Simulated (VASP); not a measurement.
Band structure of SiMo2 (relaxed from the Fe2P structure, space group P-62m). Level of theory: r2SCAN meta-GGA, VASP's PBE PAW potentials (set 64) (plane waves; VASP 6.6.1).

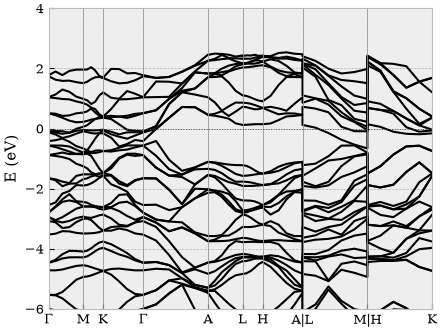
Figure. Bands along high-symmetry lines, zero at the valence-band maximum or, without a gap, the Fermi level

**Question.** Read the plot: is there a gap, and where are the band edges?

**Answer.** It has no gap at this level: it comes out as a metal or semimetal.

The structure was generated: SiMo2 was put into the Fe2P type (P-62m), which need not be its known phase. It was relaxed first, which changed the volume by -12 %.
